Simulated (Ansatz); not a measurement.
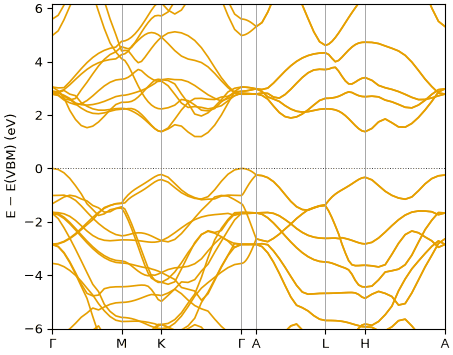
Band structure from DFT-r²SCAN+D4 in the program Ansatz with PAW potentials

### Question
Read off the gap and where the band edges lie.

### Answer
About 1.2 eV (1.17 eV by a search for the band edges); maximum at Γ, minimum on the K–Γ line, 46 % of the way from K.

The material is WSe₂ in space group P6_3/mmc (No. 194; W on 2c, Se on 4f).

The cell was relaxed with r²SCAN+D4 under the symmetry of its start; phonons on a q-mesh show no instability. The run is not spin-polarised. Scalar-relativistic: spin–orbit coupling is off unless named, which matters more the heavier the elements.

Potentials: the later of the program's two PAW sets.
